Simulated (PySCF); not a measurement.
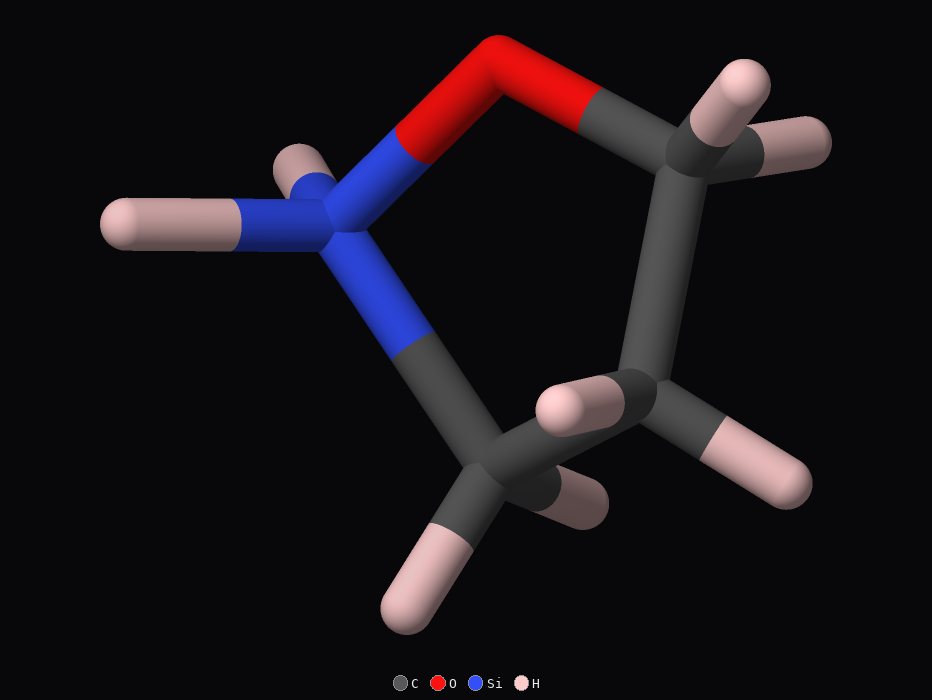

The computed structure is the end point of a PBE0-D3(BJ)/def2-SVP optimisation. No frequency run is at hand to confirm it as a minimum.

Draw it as a skeletal formula.

SMILES: C1CO[SiH2]C1

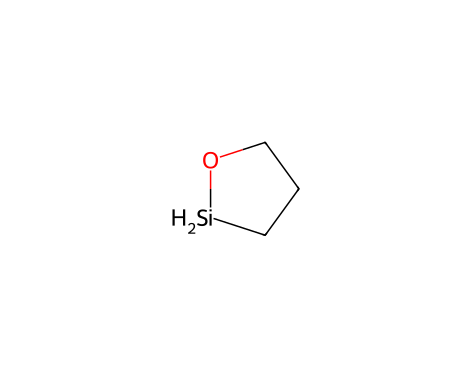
